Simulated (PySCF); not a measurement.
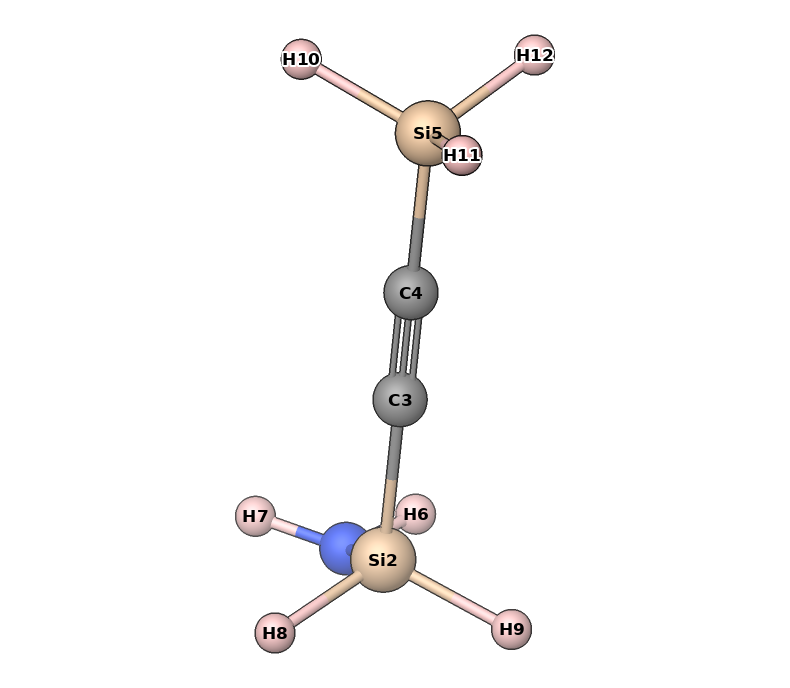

N1 lies behind Si2. The molecule seen a little off the Si2–N1 bond, Si2 in front. Atoms fade into the background with distance from the viewer. Computed geometry: PBE0-D3(BJ)/def2-SVP optimisation. No frequency run is at hand to confirm it as a minimum.

**What is the torsion angle C3–Si2–N1–H6? The sign is positive where the front bond must turn clockwise to cover the back bond.**

70°, synclinal (gauche).
